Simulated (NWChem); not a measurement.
**A workflow on the pair N2···CH2BN**

Aim: a single-point energy (singlet CH2BN3, B97-D/cc-pVDZ), then a single-point energy (singlet N2, B97-D/cc-pVDZ), then a single-point energy (singlet CH2BN, B97-D/cc-pVDZ), then a single-point energy (singlet N2, B97-D/cc-pVDZ), then the energy (singlet CH2BN, B97-D/cc-pVDZ) of CH2BN3 and its partners. 

The results are computed with NWChem 7.3.0.

**1. The molecule**

CH2BN3: 7 atoms, total charge 0, spin state singlet. The two molecules were placed rigidly side by side, at 1.3 times their contact distance; the pair isn't optimised.

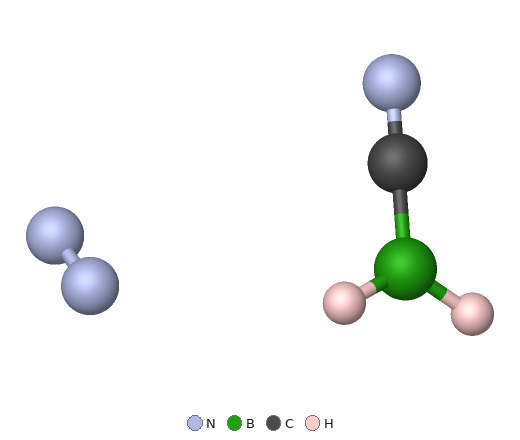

The structure, seen from a chosen angle (nitrogen light blue, boron green, carbon dark grey, hydrogen pink).

**2. The energy at B97-D/cc-pVDZ (run 1)**

ch2bn3.nw

```
start ch2bn3
title "CH2BN3"
memory 2200 mb
geometry units angstroms noautosym nocenter noautoz
  N        0.465500      -0.150300       0.239800
  N       -0.465500       0.150300      -0.239800
  B       -0.732940       1.694770      -4.501210
  C        0.582910       0.960890      -4.714020
  N        1.580840       0.404450      -4.875540
  H       -1.616810       1.136470      -3.935580
  H       -0.842260       2.806880      -4.906030
end
basis spherical bse
  * library cc-pVDZ
end
dft
  xc becke97-d
  grid fine
  convergence energy 1e-08
  iterations 100
  mulliken
  print low
end
task dft energy
```

Run with:

```sh
nwchem ch2bn3.nw > ch2bn3.out
```

The program printed:

```text
[...]
 d= 0,ls=0.0,diis     1   -228.1764672041 -3.28D+02  1.58D-02  6.02D-01     1.2
[...]
 d= 0,ls=0.0,diis    11   -228.2600183976 -2.38D-09  7.64D-07  2.10D-08     9.7
         Total DFT energy =     -228.260018397629
      One electron energy =     -505.007199495913
           Coulomb energy =      207.604700523247
    Exchange-Corr. energy =      -30.648763550161
 Nuclear repulsion energy =       99.793780399426
    Dispersion correction =       -0.002536274229
[...]
      Total Density - Mulliken Population Analysis
     ---------------------------------------------
    Atom       Charge   Shell Charges
 -----------   ------   -------------------------------------------------------
    1 N    7     6.99   2.01  0.86  0.91  2.21  0.95  0.05
    2 N    7     7.00   2.01  0.86  0.91  2.22  0.96  0.05
    3 B    5     4.89   2.01  0.63  0.35  1.49  0.35  0.05
    4 C    6     6.00   2.01  0.71  0.44  2.02  0.75  0.05
    5 N    7     7.10   2.01  0.84  0.80  2.20  1.21  0.04
    6 H    1     1.00   0.76  0.23  0.01
    7 H    1     1.01   0.76  0.23  0.01
[...]
```

Wall time 11 s (1 thread of AMD EPYC 9R14 (Zen 4), shared host); peak memory 0.11 GiB.

**3. N2: a single-point energy at B97-D/cc-pVDZ (run 2)**

struct.nw

```
start struct
title "N2"
memory 2200 mb
geometry noautosym nocenter noautoz
 N     0.465500   -0.150300    0.239800
 N    -0.465500    0.150300   -0.239800
end
basis spherical bse
 * library cc-pVDZ
end
dft
 xc becke97-d
 grid fine
 convergence energy 1e-08
 iterations 100
 mulliken
 print low
end
task dft energy
```

Run with:

```sh
nwchem struct.nw > struct.out
```

The program printed:

```text
[...]
 d= 0,ls=0.0,diis     1   -109.4459102607 -1.33D+02  1.29D-02  1.82D-01     0.2
[...]
 d= 0,ls=0.0,diis     6   -109.4645871822 -9.64D-10  7.18D-08  3.79D-12     0.6
         Total DFT energy =     -109.464587182230
      One electron energy =     -195.008006986023
           Coulomb energy =       75.414726133406
    Exchange-Corr. energy =      -13.669648064176
 Nuclear repulsion energy =       23.798343493223
    Dispersion correction =       -0.000001758660
[...]
      Total Density - Mulliken Population Analysis
     ---------------------------------------------
    Atom       Charge   Shell Charges
 -----------   ------   -------------------------------------------------------
    1 N    7     7.00   2.01  0.86  0.91  2.22  0.95  0.05
    2 N    7     7.00   2.01  0.86  0.91  2.22  0.95  0.05
[...]
```

Wall time 1.2 s (1 thread of AMD EPYC 9R14 (Zen 4), shared host); peak memory 0.11 GiB.

**4. CH2BN: the energy at B97-D/cc-pVDZ (run 3)**

job.nw

```
start job
title "CH2BN"
memory stack 880 mb heap 220 mb global 1100 mb

geometry units bohr noautosym nocenter noautoz
B     -1.38505587     3.20265114    -8.50605413
C      1.10154026     1.81581894    -8.90820675
N      2.98735465     0.76429973    -9.21343531
H     -3.05532810     2.14761705    -7.43716834
H     -1.59164073     5.30423446    -9.27105306
end

basis spherical bse
* library cc-pVDZ
end

dft
xc becke97-d
mult 1
grid fine
convergence energy 1e-08
maxiter 100
mulliken
print low
end

task dft energy
```

Run with:

```sh
nwchem job.nw > job.out
```

The program printed:

```text
[...]
 d= 0,ls=0.0,diis     1   -118.7297318276 -1.65D+02  2.33D-02  4.20D-01     0.6
[...]
 d= 0,ls=0.0,diis    11   -118.7946528735 -9.07D-11  7.32D-08  3.55D-11     4.9
         Total DFT energy =     -118.794652873481
      One electron energy =     -250.462746833796
           Coulomb energy =      102.442709823203
    Exchange-Corr. energy =      -16.979683872946
 Nuclear repulsion energy =       46.207204041018
    Dispersion correction =       -0.002136030960
[...]
      Total Density - Mulliken Population Analysis
     ---------------------------------------------
    Atom       Charge   Shell Charges
 -----------   ------   -------------------------------------------------------
    1 B    5     4.89   2.01  0.63  0.35  1.49  0.35  0.05
    2 C    6     5.99   2.01  0.71  0.44  2.02  0.75  0.05
    3 N    7     7.10   2.01  0.84  0.80  2.20  1.21  0.04
    4 H    1     1.01   0.76  0.23  0.01
    5 H    1     1.01   0.76  0.23  0.01
[...]
```

Run time: 5.7 s. Hardware: 1 thread of AMD EPYC 9R14 (Zen 4), shared host; peak memory 0.11 GiB.

**5. N2 among ghost functions: the energy at B97-D/cc-pVDZ (with ghost functions) (run 4)**

run.nw

```
echo
start run
title "N2 energy"
memory total 2200 mb
geometry noautosym nocenter noautoz
 N     0.465500   -0.150300    0.239800
 N    -0.465500    0.150300   -0.239800
 bqB     -0.732940     1.694770    -4.501210
 bqC      0.582910     0.960890    -4.714020
 bqN      1.580840     0.404450    -4.875540
 bqH     -1.616810     1.136470    -3.935580
 bqH     -0.842260     2.806880    -4.906030
end
basis spherical bse
 N library cc-pVDZ
 bqB library B cc-pVDZ
 bqC library C cc-pVDZ
 bqN library N cc-pVDZ
 bqH library H cc-pVDZ
end
dft
 xc becke97-d
 grid fine
 convergence energy 1e-08
 iterations 100
 mulliken
 print low
end
task dft
```

Run with:

```sh
nwchem run.nw > run.out
```

The program printed:

```text
[...]
 d= 0,ls=0.0,diis     1   -109.4460652560 -1.33D+02  4.52D-03  1.82D-01     1.0
[...]
 d= 0,ls=0.0,diis     7   -109.4647894909 -5.49D-10  5.90D-08  3.15D-11     5.6
         Total DFT energy =     -109.464789490870
      One electron energy =     -195.003378392426
           Coulomb energy =       75.409273212291
    Exchange-Corr. energy =      -13.669026045298
 Nuclear repulsion energy =       23.798343493223
    Dispersion correction =       -0.000001758660
[...]
      Total Density - Mulliken Population Analysis
     ---------------------------------------------
    Atom       Charge   Shell Charges
 -----------   ------   -------------------------------------------------------
    1 N    7     7.00   2.01  0.86  0.91  2.22  0.95  0.05
    2 N    7     7.00   2.01  0.86  0.91  2.22  0.95  0.05
    3 X    0     0.00  -0.00 -0.00  0.00 -0.00  0.00 -0.00
    4 X    0    -0.00  -0.00  0.00 -0.00 -0.00 -0.00 -0.00
    5 X    0    -0.00  -0.00  0.00 -0.00 -0.00  0.00 -0.00
    6 X    0    -0.00  -0.00 -0.00 -0.00
    7 X    0     0.00  -0.00  0.00 -0.00
[...]
```

Run time: 6.3 s. Hardware: 1 thread of AMD EPYC 9R14 (Zen 4), shared host; peak memory 0.12 GiB.

**6. CH2BN among ghost functions: the energy at B97-D/cc-pVDZ (with ghost functions) (run 5)**

mol.nw

```
start mol
title "CH2BN"
memory 2200 mb

geometry units angstrom noautosym nocenter noautoz
 B     -0.732940     1.694770    -4.501210
 C      0.582910     0.960890    -4.714020
 N      1.580840     0.404450    -4.875540
 H     -1.616810     1.136470    -3.935580
 H     -0.842260     2.806880    -4.906030
 bqN      0.465500    -0.150300     0.239800
 bqN     -0.465500     0.150300    -0.239800
end

basis spherical bse
 B library cc-pVDZ
 C library cc-pVDZ
 N library cc-pVDZ
 H library cc-pVDZ
 bqN library N cc-pVDZ
end

dft
 xc becke97-d
 mult 1
 grid fine
 convergence energy 1e-08
 iterations 100
 mulliken
 noprint "final vectors analysis"
end

task dft energy
```

Run with:

```sh
nwchem mol.nw > mol.out
```

The program printed:

```text
[...]
          Wavefunction type:  closed shell.
          No. of atoms     :     7
          No. of electrons :    20
[...]
          Charge           :     0
          Spin multiplicity:     1
[...]
          AO basis - number of functions:    80
[...]
              XC Information
              --------------
                   Becke 97-D Method XC Functional
                  Becke 1997-D Exchange Functional  1.000
                Becke 1997-D Correlation Potential  1.000
[...]
 d= 0,ls=0.0,diis     1   -118.7297376047 -1.65D+02  1.52D-02  4.20D-01     1.1
[...]
 d= 0,ls=0.0,diis    11   -118.7946595405 -8.95D-11  4.76D-08  3.55D-11     9.2
         Total DFT energy =     -118.794659540509
      One electron energy =     -250.462554602654
           Coulomb energy =      102.442485229775
    Exchange-Corr. energy =      -16.979661535048
 Nuclear repulsion energy =       46.207207397687
    Dispersion correction =       -0.002136030269
[...]
      Total Density - Mulliken Population Analysis
     ---------------------------------------------
    Atom       Charge   Shell Charges
 -----------   ------   -------------------------------------------------------
    1 B    5     4.89   2.01  0.63  0.35  1.49  0.35  0.05
    2 C    6     6.00   2.01  0.71  0.44  2.02  0.75  0.05
    3 N    7     7.10   2.01  0.84  0.80  2.20  1.21  0.04
    4 H    1     1.01   0.76  0.23  0.01
    5 H    1     1.01   0.76  0.23  0.01
    6 X    0     0.00  -0.00 -0.00  0.00 -0.00  0.00 -0.00
    7 X    0     0.00  -0.00 -0.00 -0.00 -0.00  0.00  0.00
[...]
```

It took 9.9 s on 1 thread of AMD EPYC 9R14 (Zen 4), shared host; peak memory 0.11 GiB.

**7. Results**

| quantity | value |
| --- | --- |
| run 1, B97-D/cc-pVDZ: total energy | -228.26002 Eh |
| run 1, B97-D/cc-pVDZ: dispersion energy | -6.66 kJ/mol |
| N2: total energy | -109.46459 Eh |
| N2: dispersion energy | 0.00 kJ/mol |
| CH2BN: total energy | -118.79465 Eh |
| CH2BN: dispersion energy | -5.61 kJ/mol |
| N2 among ghost functions: total energy | -109.46479 Eh |
| N2 among ghost functions: dispersion energy | 0.00 kJ/mol |
| CH2BN among ghost functions: total energy | -118.79466 Eh |
| CH2BN among ghost functions: dipole moment | 2.37 D |
| CH2BN among ghost functions: dispersion energy | -5.61 kJ/mol |
| interaction energy of the rigid parts N2 and CH2BN (parts in their own basis; closest atoms 3.99 Å apart) | -0.021 eV |
| interaction energy of the rigid parts N2 and CH2BN (parts in the whole basis, counterpoise; closest atoms 3.99 Å apart) | -0.015 eV |

In words: The interaction energy of the rigid parts N2 and CH2BN (parts in their own basis; closest atoms 3.99 Å apart) is −0.02 eV (−0.5 kcal/mol): the parts attract. Without counterpoise this holds the superposition error of the basis. The interaction energy of the rigid parts N2 and CH2BN (parts in the whole basis, counterpoise; closest atoms 3.99 Å apart) is −0.02 eV (−0.4 kcal/mol). The basis-set superposition error is 0.5 kJ/mol. Mulliken charges (run 1, B97-D/cc-pVDZ) run from -0.10 on N5 to +0.11 on B3; they depend strongly on the basis.
